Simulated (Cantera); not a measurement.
Charge: 1 mol Fe2O3, a varied amount of CO, equilibrated at 1823 K and 16.0 Pa.

Equilibrium computed with Cantera from the NASA thermochemical tables; the gas is ideal and each condensed phase is pure. Candidate condensed phases: C, Fe, Fe(CO)5, FeO, Fe2O3, Fe3O4; 15 gas species. The tables' stoichiometric FeO is somewhat more stable than real wüstite, so its field is too wide. FeO: taken at fixed stoichiometry. The numbers say what is thermodynamically allowed, not how fast it happens.

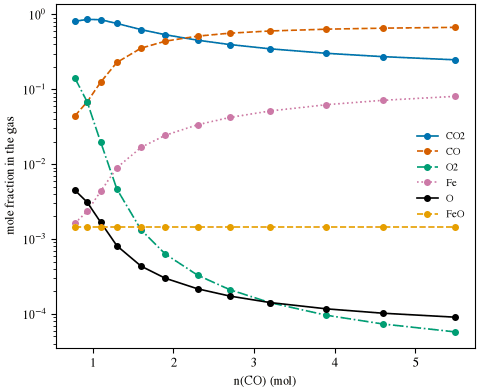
Equilibrium gas composition (values under 1e-9 drawn at 1e-9)

From 0.78 mol CO to 5.5 mol CO the condensed part is FeO(l). The main Fe-bearing gas is Fe throughout. The share of Fe in condensed phases is highest at 0.78 mol CO (99.9 %) and lowest at 5.5 mol CO (75.5 %).
